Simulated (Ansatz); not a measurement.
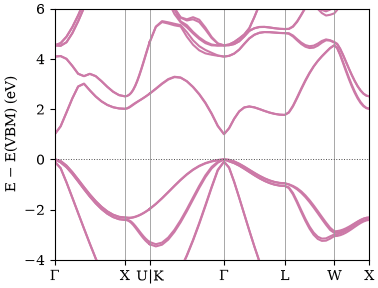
Figure: Band structure from r²SCAN with spin–orbit coupling in the plane-wave PAW code Ansatz

Question: Read off the gap and where the band edges lie.

Answer: About 1.0 eV (1.00 eV by a search for the band edges); maximum at Γ, minimum at Γ.

The material is InP (zinc blende, space group No. 216).

Space group F-43m (zinc blende). The r²SCAN relaxation kept the symmetry of its start; of distortions, only those at the zone centre were tested.

Potentials: the later of the program's two PAW sets.
